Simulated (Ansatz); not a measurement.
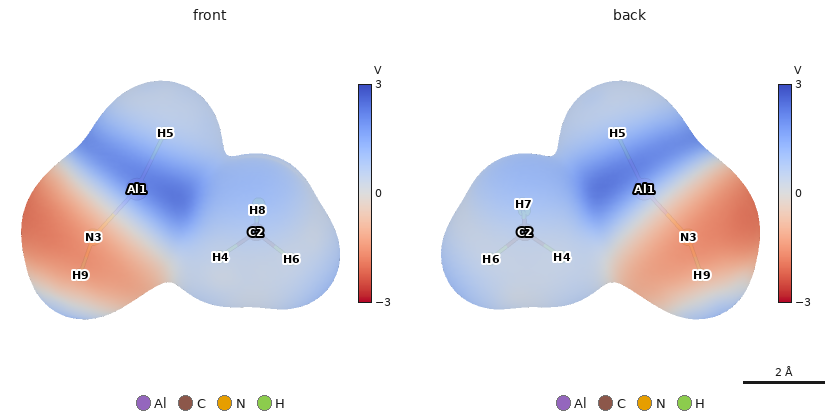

The picture shows: AlH2N···CH4. The molecular electrostatic potential painted on the density surface at 0.002 e/bohr³, seen from the front and from behind; the colour scale runs from red (negative) to blue (positive).

The product side of a reaction path; geometry: PBE0-D4/def2-TZVP.

Level of theory: RKS PBE0-D4/def2-TZVPP in Ansatz.

```yaml
atoms:
  - { symbol: Al, position_ang: [-1.1735, -0.2383, -1.1509] }
  - { symbol: C, position_ang: [0.7222, 0.5636, 1.2373] }
  - { symbol: N, position_ang: [-0.5140, -1.3707, -2.1102] }
  - { symbol: H, position_ang: [0.9377, -0.1813, 0.4649] }
  - { symbol: H, position_ang: [-2.1366, 0.8095, -0.5122] }
  - { symbol: H, position_ang: [1.5770, 0.6071, 1.9124] }
  - { symbol: H, position_ang: [0.5741, 1.5463, 0.7881] }
  - { symbol: H, position_ang: [-0.1646, 0.2787, 1.8046] }
  - { symbol: H, position_ang: [0.1776, -2.0150, -2.4339] }
```

### Which sites attract a positive test charge, and which a negative one?

A positive charge is drawn to the negative regions and a negative charge to the positive ones. The most negative region (about −2.0 V, or −46 kcal/mol for a unit charge) lies over N3, the most positive (about +2.3 V, or +53 kcal/mol for a unit charge) over Al1. N3 is the likeliest acceptor of a hydrogen bond.
